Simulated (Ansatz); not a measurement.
Process, species as SMILES: N (NH3) → [NH2-] + H+
B3LYP-D3(BJ)/def2-TZVP geometries, fixed; electronic energies without zero-point terms.

Basis-set convergence of the deprotonation energy at wB97M-V with Ansatz (a quantum-chemistry and plane-wave program). All functions are spherical. The program fits the integrals of some runs and decomposes those of others, by size. The functional holds VV10 correlation; no added dispersion term, no relativity. Functions are those of the species that has most. Reference: the value in aug-pcseg-3, 409.74 kcal/mol, itself unsure by roughly 1.38 kcal/mol (its mean distance from aug-cc-pVQZ, def2-QZVPPD). Deviations are taken from unrounded values.

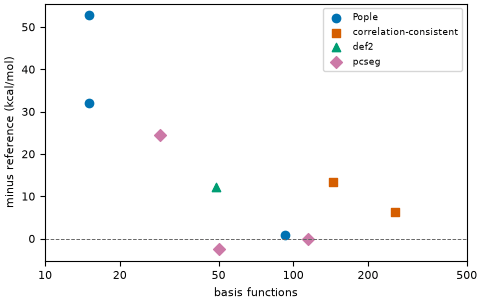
Figure: Deviation from the reference against the number of basis functions, by family of sets.

| basis | functions | deprotonation energy (kcal/mol) | minus reference (kcal/mol) |
|---|---|---|---|
| 3-21G | 15 | 462.46 | 52.72 |
| 6-31G | 15 | 441.80 | 32.06 |
| pcseg-1 | 29 | 434.26 | 24.52 |
| def2-TZVP | 49 | 421.93 | 12.18 |
| aug-pcseg-1 | 50 | 407.28 | -2.47 |
| 6-311++G(3df,3pd) | 93 | 410.61 | 0.87 |
| aug-pcseg-2 | 115 | 409.75 | 0.01 |
| cc-pVQZ | 145 | 423.13 | 13.38 |
| cc-pV5Z | 256 | 415.94 | 6.20 |
